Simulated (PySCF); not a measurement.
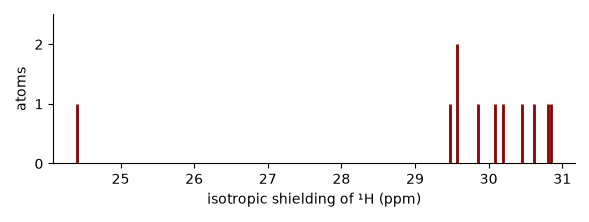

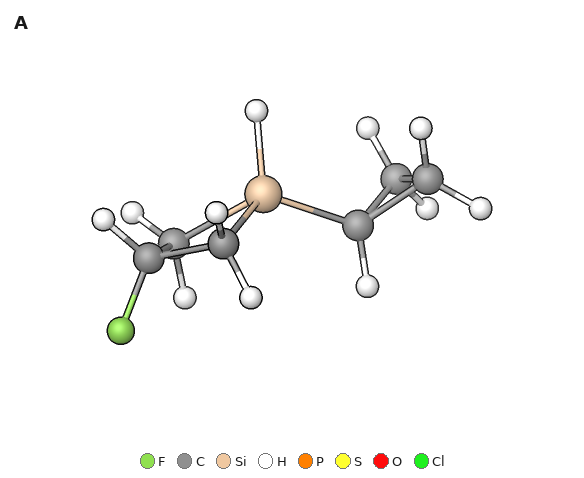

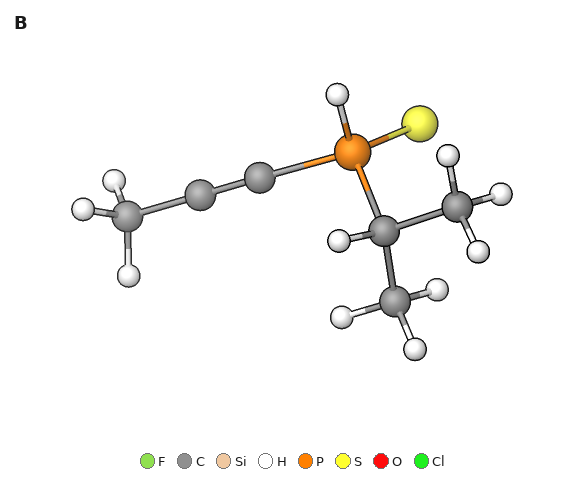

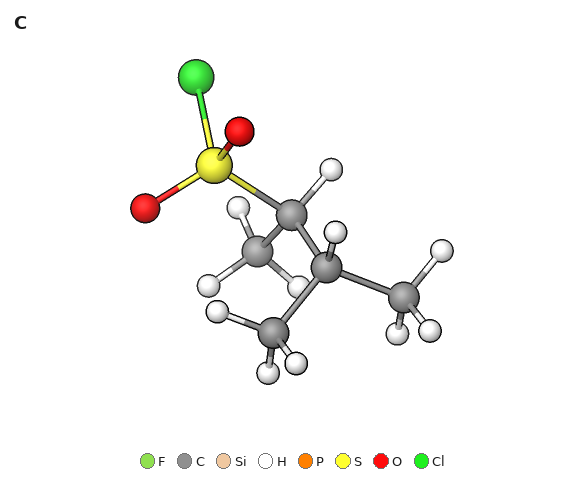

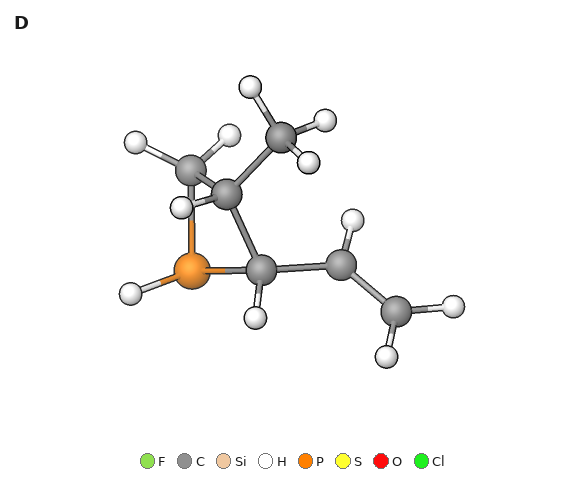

The sticks are computed shieldings of one of the molecules, for one fixed geometry (GFN2-xTB) without averaging over rotations. Low shielding means a high chemical shift. Method: GIAO PBE0/pcSseg-1 NMR shielding, non-relativistic, gas phase (PySCF 2.14.0).

**Match the spectrum to a structure.**

B, `CC#C[P@H](=S)C(C)C`. Its 11 H atoms give lines at 24.41, 29.47, 29.57 (2 atoms), 29.85, 30.09, 30.20, 30.45, 30.62, 30.81, 30.85 ppm.

The geometry is semi-empirical. Around P, Si such bond lengths and angles can be off by a tenth of an ångström or more and by several degrees, and values that hang on the shape move with them.
